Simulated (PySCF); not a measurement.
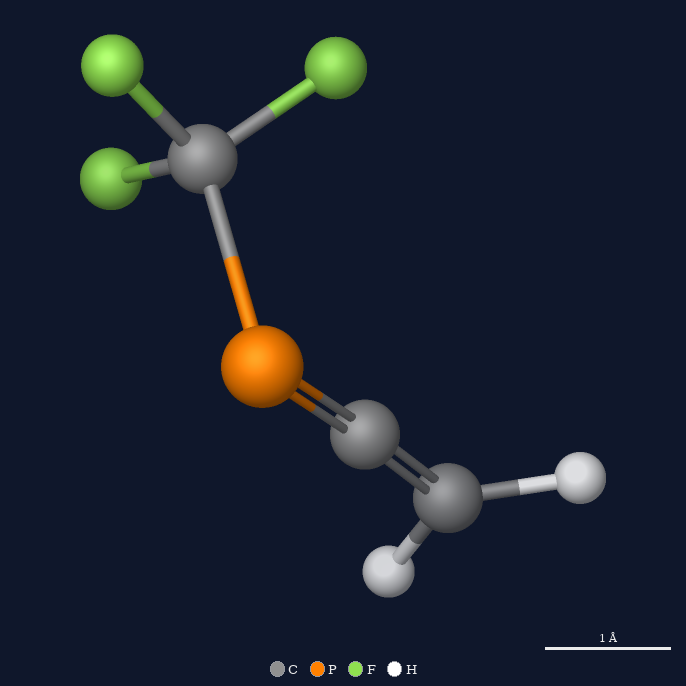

Double and triple bonds are drawn as two and three sticks.

Computed geometry: GFN2-xTB optimisation. No frequency run is at hand to confirm it as a minimum.

What does the picture show?

The molecule is C3H2F3P. As SMILES it reads `C=C=PC(F)(F)F`. It has no ring. Among its groups: C–F bond. This geometry has Cs symmetry. Coordination: 1 C trigonal planar; 1 C linear; 1 P bent; 1 C tetrahedral.

More results for the same structure follow; atom numbers are the same in all pictures, views and colours differ.

Geometry

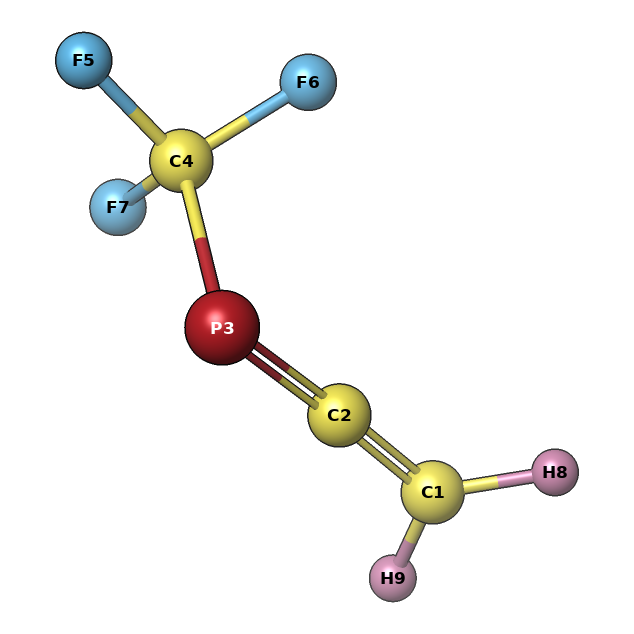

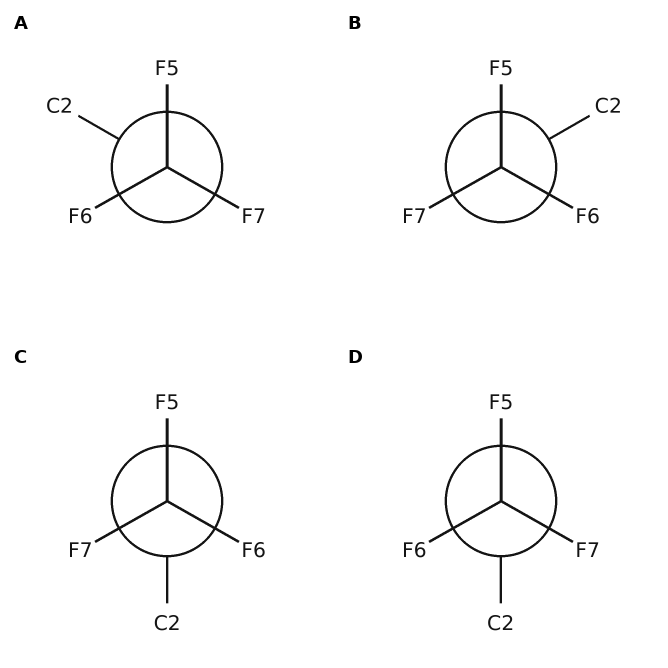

Atoms fade into the background with distance from the viewer. Bonds that would overlap in a projection are set slightly apart. No frequency run is at hand to confirm it as a minimum.

> Which Newman projection shows the view along C4–P3, with C4 in front?

D. The torsion angle F5–C4–P3–C2 is 180°, antiperiplanar (anti).

Electronic properties

No frequency run is at hand to confirm it as a minimum. Method: B3LYP/def2-SVPD, gas phase (PySCF 2.14.0). Excitations: vertical, linear response.

> Give the brightest of the 8 lowest singlets at this level.

6.61 eV.

> What is the dipole moment?

2.70 D.

> Estimate the HOMO energy (Kohn–Sham orbital).

−7.77 eV.

> Estimate the lowest vertical singlet excitation.

4.47 eV.

Polarisability

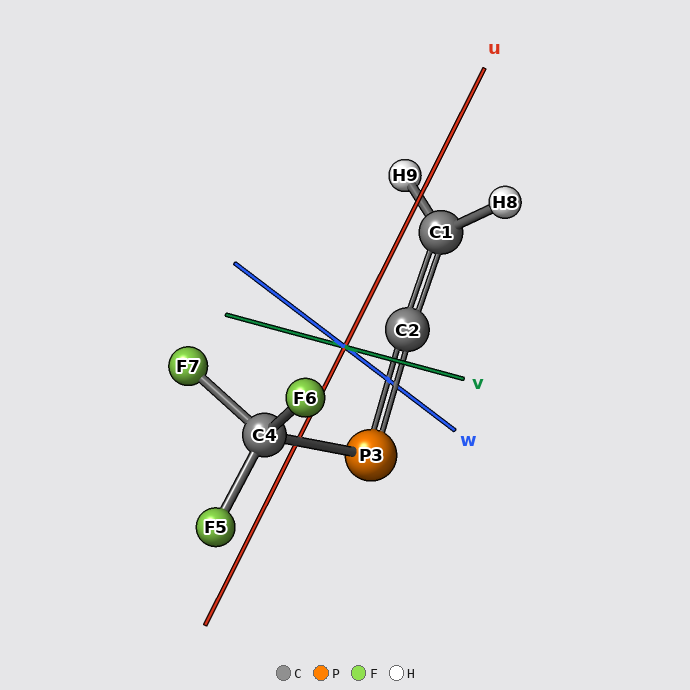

The lines u, v and w are the principal axes of the static dipole polarisability. No frequency run is at hand to confirm it as a minimum. Method: B3LYP/def2-SVPD (PySCF 2.14.0).

> Along which axis is the molecule most polarisable, and along which least?

Most along u (nearly parallel to the C4–F5 bond), least along v.

> Give the three principal values.

u 98.2, v 49.2, w 56.1 bohr³; mean 67.8, anisotropy 45.9 bohr³.

Core levels

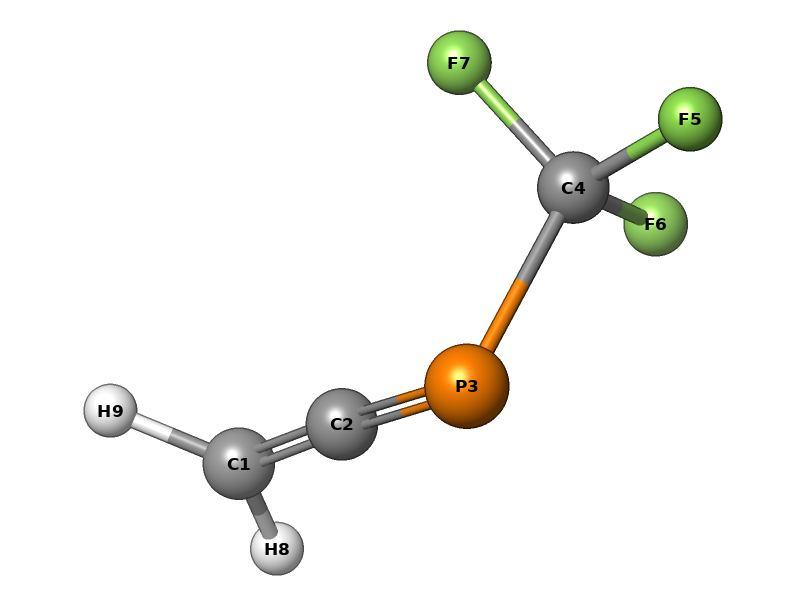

No frequency run is at hand to confirm it as a minimum. Method: delta-SCF UKS SCAN, pcX-2 on the ionised atom, pcseg-1 elsewhere, spin-free X2C (PySCF 2.14.0).

Give the core-electron binding energies (to vacuum; p and d levels without spin–orbit splitting) of C1 1s, C2 1s, P3 1s, P3 2p, C4 1s, F5 1s.

```json
{"atom": "C1", "level": "1s", "binding energy (eV)": "291.1"}
{"atom": "C2", "level": "1s", "binding energy (eV)": "291.2"}
{"atom": "P3", "level": "1s", "binding energy (eV)": "2150.7"}
{"atom": "P3", "level": "2p", "binding energy (eV)": "137.4"}
{"atom": "C4", "level": "1s", "binding energy (eV)": "297.5"}
{"atom": "F5", "level": "1s", "binding energy (eV)": "693.7"}
```

The geometry is semi-empirical. Around P such bond lengths and angles can be off by a tenth of an ångström or more and by several degrees, and values that hang on the shape move with them.
